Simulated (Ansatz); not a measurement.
# SiHClF (SMILES F[SiH]Cl) at UCCSDT/STO-3G

Aim: the vertical ionisation energy of SiHClF at UCCSDT/STO-3G, from 2 runs. 

The results are computed with Ansatz 0.2.0.

76 further runs of the same task are left out: 16 that didn't finish, 60 set aside as unsound or not needed.

## (1) The molecule

SiHClF has 4 atoms, charge 0, and is taken as a doublet. As SMILES, `F[SiH]Cl`. Geometry: relaxed at GFN2-xTB.

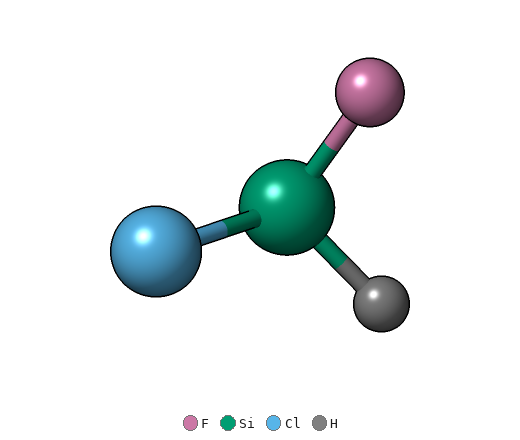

The structure, seen from a chosen angle (fluorine pink, silicon teal, chlorine blue, hydrogen grey).

## (2) A single-point energy at UCCSDT/STO-3G

File molecule.yaml:

```yaml
basis:
  gaussian:
    orbitals: STO-3G
crystal:
  periodic: [false, false, false]
  atoms:
    - {symbol: F, position_ang: [-0.992950, -0.342310, 1.062500]}
    - {symbol: Si, position_ang: [-0.204890, -0.223210, -0.347440]}
    - {symbol: Cl, position_ang: [1.732630, -0.546640, 0.075470]}
    - {symbol: H, position_ang: [-0.534790, 1.112160, -0.790530]}
scf:
  omitted_lower_state_checks: [cluster_reference, increment]
magnetization:
  spin_polarized: true
  initial_magnetization: 1
correlation:
  method: ccsdt
  frozen_orbitals: {Cl: 5, F: 1, H: 0, Si: 5}
accuracy: high
```

On the command line:

```
$ ansatz run molecule.yaml --threads 1 --pin off --max-ram 2610MiB --events-out events.jsonl --progress --plain --runs-dir runs
```

The program printed (excerpt; [...] marks lines left out):

```text
Warning: RAYON_NUM_THREADS=1 ignored (pool sized by the plan → 1); use --threads N
Functional definition: HF
  name "HF"
[...]
435 factors; integrals over basis functions are off by at most 2.6e-8 eV
[...]
mean field -22825.49255294 eV, -838.8213796460 hartree, gradient 6.7e-8 eV, S^2 0.752695; 0 other end points of the search recorded, 0 dependent functions left out
11 core orbitals not correlated: weight in the atoms' cores, before any rotation towards them, 1.000 or more for the frozen orbitals, at most 0.000 for the correlated occupied ones
reference -22825.49255294 eV, -838.8213796460 hartree; 10, 9 occupied and 3, 4 virtual orbitals, 435 factors
second order -1.29164075 eV of doubles, -0.00000000 eV of singles
cycle   1  -1.50753107 eV  change   -2.2e-1 eV  update   7.3e-2
[...]
cycle  27  -1.80117644 eV  change   -1.3e-9 eV  update   1.1e-9
Total energy: -22827.29372938 eV, -838.8875716594 hartree
Checks for a lower state left out: cluster_reference, increment
```

Wall time 0.91 s (1 thread of Arm Neoverse V1, shared host).

## (3) The singlet cation at the same level

File run.yaml:

```yaml
crystal:
  periodic: [false, false, false]
  atoms:
    - {symbol: F, position_ang: [-0.992950, -0.342310, 1.062500]}
    - {symbol: Si, position_ang: [-0.204890, -0.223210, -0.347440]}
    - {symbol: Cl, position_ang: [1.732630, -0.546640, 0.075470]}
    - {symbol: H, position_ang: [-0.534790, 1.112160, -0.790530]}
basis:
  gaussian:
    orbitals: STO-3G
total_charge: 1
correlation:
  method: ccsdt
  frozen_orbitals: {Cl: 5, F: 1, H: 0, Si: 5}
accuracy: high
scf:
  omitted_lower_state_checks: [cluster_reference, increment]
```

On the command line:

```
$ ansatz run run.yaml --threads 1 --pin off --max-ram 2610MiB --events-out events.jsonl --progress --plain --runs-dir runs
```

The program printed (excerpt; [...] marks lines left out):

```text
Warning: RAYON_NUM_THREADS=1 ignored (pool sized by the plan → 1); use --threads N
[... 2 set-up lines as earlier in the session ...]
[...]
435 factors; integrals over basis functions are off by at most 2.6e-8 eV
[...]
mean field -22818.46422787 eV, -838.5630934637 hartree, gradient 1.4e-8 eV, S^2 0.000000; 0 other end points of the search recorded, 0 dependent functions left out
11 core orbitals not correlated: weight in the atoms' cores, before any rotation towards them, 1.000 or more for the frozen orbitals, at most 0.000 for the correlated occupied ones
reference -22818.46422787 eV, -838.5630934637 hartree; 9, 9 occupied and 4, 4 virtual orbitals, 435 factors
second order -2.19852213 eV of doubles, -0.00000000 eV of singles
cycle   1  -2.35291675 eV  change   -1.5e-1 eV  update   1.4e-1
[...]
cycle  35  -3.02877325 eV  change  -8.0e-11 eV  update   1.5e-9
Total energy: -22821.49300112 eV, -838.6743988276 hartree
Checks for a lower state left out: cluster_reference, increment
```

Run time: 0.46 s. Hardware: 1 thread of Arm Neoverse V1, shared host.

## (4) Summary of results

Level: UCCSDT/STO-3G, 11 core orbitals frozen.

| quantity | value |
| --- | --- |
| doublet SiHClF: total energy | -838.88757 Eh |
| doublet SiHClF: correlation energy (11 core orbitals frozen) | -66.2 mEh |
| doublet SiHClF: ⟨S²⟩ of the reference determinant | 0.753 |
| doublet SiHClF: T1 diagnostic | 0.014 |
| singlet cation: total energy | -838.67440 Eh |
| singlet cation: correlation energy (11 core orbitals frozen) | -111.3 mEh |
| singlet cation: T1 diagnostic | 0.032 |
| vertical ionisation energy (to the singlet cation) | 5.801 eV |

**Reading.** Removing an electron at fixed nuclei costs 5.80 eV (134 kcal/mol). Only the singlet of the ionised species was computed; a triplet could lie lower. In a minimal basis such a difference can be off by several eV, whatever the method. The T1 diagnostic (singlet cation) of 0.032 is above the customary mark for such species, so a single reference may not serve.
